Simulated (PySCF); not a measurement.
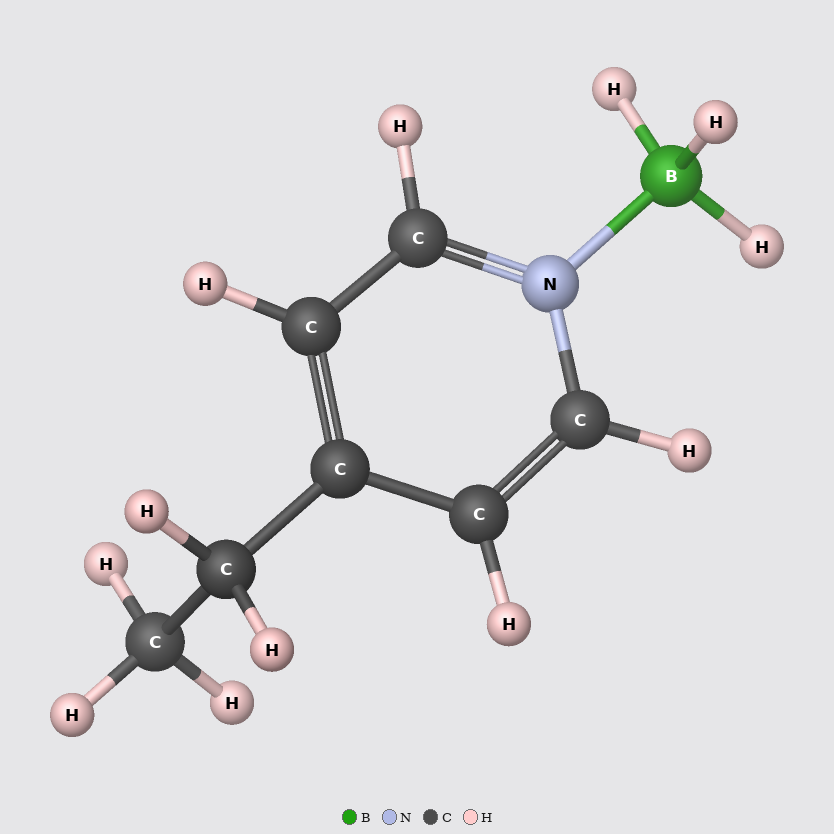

A ball-and-stick model of a molecule. Multiple sticks mark multiple bonds (one Kekulé form).

Identify the structure.

The molecule is C7H12BN. Its SMILES string is `[BH3-][n+]1ccc(CC)cc1`. Independent rings (smallest set): 1 of 6 members, 1 of them aromatic. Among its groups: B–H bond. Coordination: 1 B tetrahedral; 1 N trigonal planar; 5 C trigonal planar; 2 C tetrahedral.

The parts below concern this one geometry. Atoms keep their numbers from picture to picture. The computed structure is the end point of a PBE0-D3(BJ)/def2-SVP optimisation. No frequency run is at hand to confirm it as a minimum.

## Electronic properties

No frequency run is at hand to confirm it as a minimum. Level of theory: PBE0/def2-SVPD, gas phase (PySCF 2.14.0). Excitations: vertical, linear response.

Predict the main results.

- dipole moment: 7.49 D
- HOMO energy (Kohn–Sham orbital): −7.13 eV
- LUMO energy (Kohn–Sham orbital): −1.81 eV
- HOMO–LUMO gap: 5.32 eV
- mean static polarisability: 111.3 bohr³
- lowest vertical singlet excitation: 4.51 eV
- its oscillator strength: 0.189

## Ring current

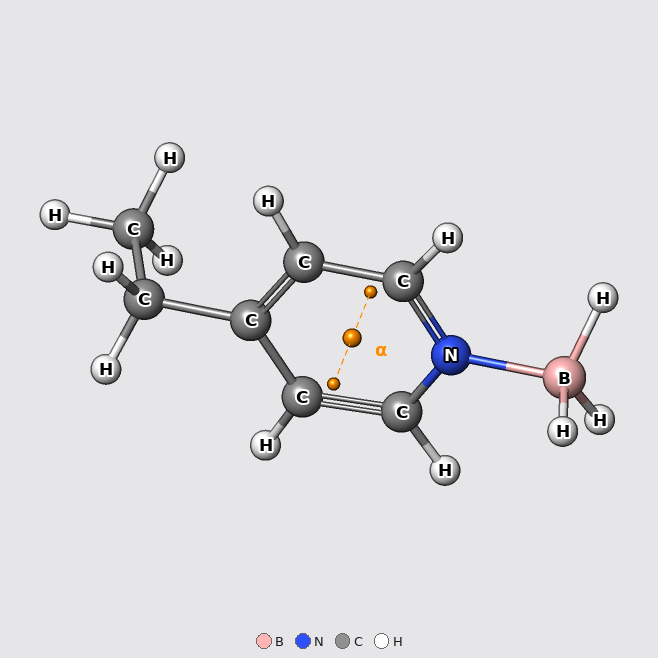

The small points mark where nucleus-independent chemical shifts (NICS) were computed: at the centre of each lettered ring and 1 Å above and below it. No frequency run is at hand to confirm it as a minimum. Method: GIAO CAM-B3LYP/pcSseg-1 NMR shielding, non-relativistic, gas phase (PySCF 2.14.0).

Give NICS(0), NICS(1) and the out-of-plane component NICS(1)zz for each ring (means of the two sides).

```
ring  members  NICS(0)  NICS(1)  NICS(1)zz
   α      C5N     −7.8    −10.7      −26.0
```

Values in ppm.

**What do the values say about the ring currents?**

Ring α: diatropic, as in an aromatic ring. NICS is one index among several.

## NMR shielding

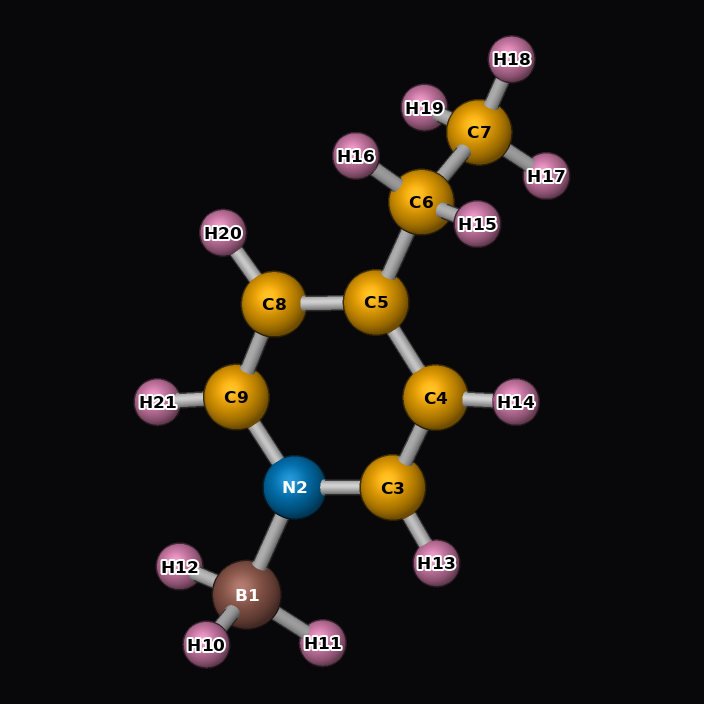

No frequency run is at hand to confirm it as a minimum. Method: GIAO PBE0/pcSseg-1 NMR shielding, non-relativistic, gas phase (PySCF 2.14.0). Principal shieldings σ11 ≤ σ22 ≤ σ33, span Ω = σ33 − σ11, skew κ = 3(σiso − σ22)/Ω.

Give the shielding tensors of the N atoms.

```
atom     σ11     σ22    σ33   σiso      Ω     κ
  N2  −172.3  −152.8  255.9  −23.1  428.2  0.91
```

Shieldings and span in ppm.

## Quadrupole coupling

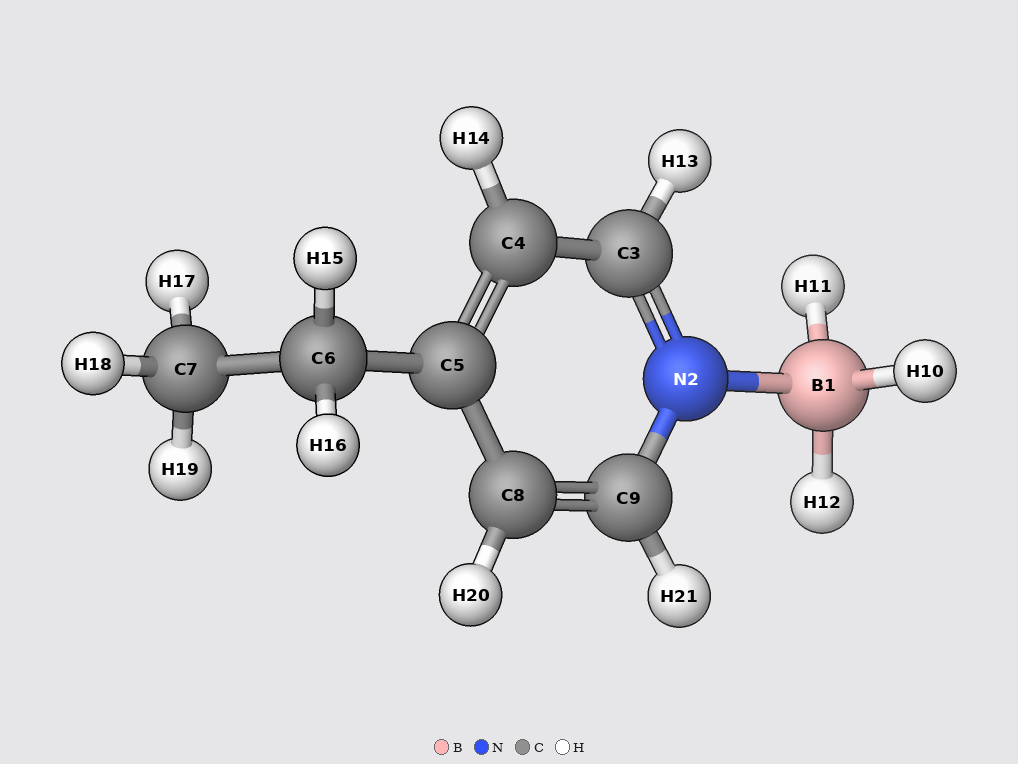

No frequency run is at hand to confirm it as a minimum. Electric field gradients from the ground-state density, PBE0/pcSseg-1 (PySCF 2.14.0), non-relativistic apart from any core potentials.

Give the largest field-gradient component, the quadrupole coupling constant and the asymmetry for 11B at B1 (Q = 40.59 mb), 14N at N2 (Q = 20.44 mb).

| atom | V_zz (a.u.) | e²qQ/h (MHz) | η |
| --- | --- | --- | --- |
| B1 | 0.235 | 2.24 | 0.05 |
| N2 | −0.515 | −2.47 | 0.13 |
